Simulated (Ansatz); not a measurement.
**C2H5FOSi (SMILES FC1CO[SiH2]1): the HOMO–LUMO gap, rung by rung**

The species is C2H5FOSi (10 atoms), meant as a singlet with charge 0. SMILES: `FC1CO[SiH2]1`. Geometry: relaxed at PBE0-D4/def2-TZVP.

Each level gives the HOMO–LUMO gap (eV). The values are calculated.

```
             level                    kind  program  value (eV)  CPU time
       HF/def2-SVP            Hartree–Fock   Ansatz       15.02     1.4 s
    SVWN5/def2-SVP                     LDA   Ansatz        5.30     1.8 s
     BLYP/def2-SVP                     GGA   Ansatz        5.51     2.6 s
      PBE/def2-SVP                     GGA   Ansatz        5.47     2.8 s
   revPBE/def2-SVP                     GGA   Ansatz        5.55     2.8 s
   r2SCAN/def2-SVP                meta-GGA   Ansatz        6.15     4.6 s
CAM-B3LYP/def2-SVP  range-separated hybrid   Ansatz       10.44     3.7 s
    wB97X/def2-SVP  range-separated hybrid   Ansatz       12.52      11 s
```

The values span 5.30 to 15.02 eV. Orbital gaps aren't excitation energies; they tend to grow with the share of exact exchange. CPU times are rough (shared hosts, several kinds of processor): they show what a rung costs within a factor of a few.

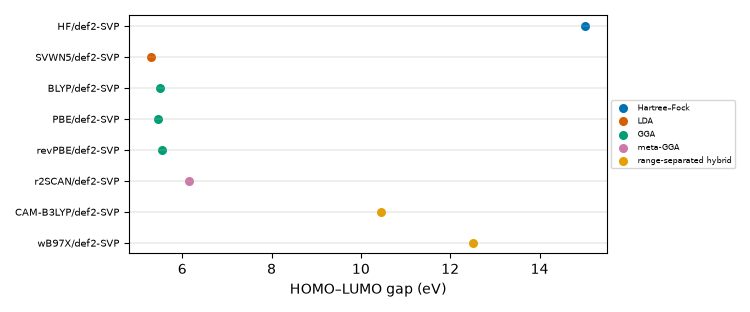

The values of the table, level by level.
